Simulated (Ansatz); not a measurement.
The starting structures come from a database of crystals and need not be the phases stable at ambient conditions.

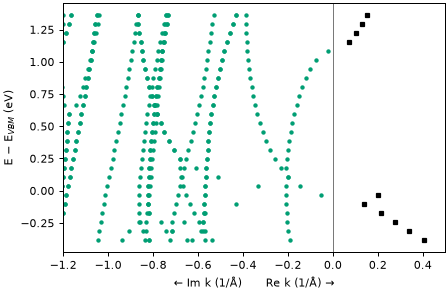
Fig. 1. Complex bands at the centre of the two-dimensional zone; PBEsol run with Ansatz (a quantum-chemistry and plane-wave program)

The gap is the functional's own, uncorrected, and κ follows it; spin-orbit coupling is left out. Mid-gap values are interpolated between the computed energies.

### Question
This is K4BeP2 (R-3m, not sure to be the ambient phase, 7 atoms a cell, 32.2 Å³ an atom) along the normal of (101). Read off the slowest decay at the centre of the two-dimensional zone at 0.53 eV, the computed energy nearest the middle of the gap.

### Answer
κ ≈ 0.18 1/Å, a decay length 1/(2κ) of the density of 2.8 Å.
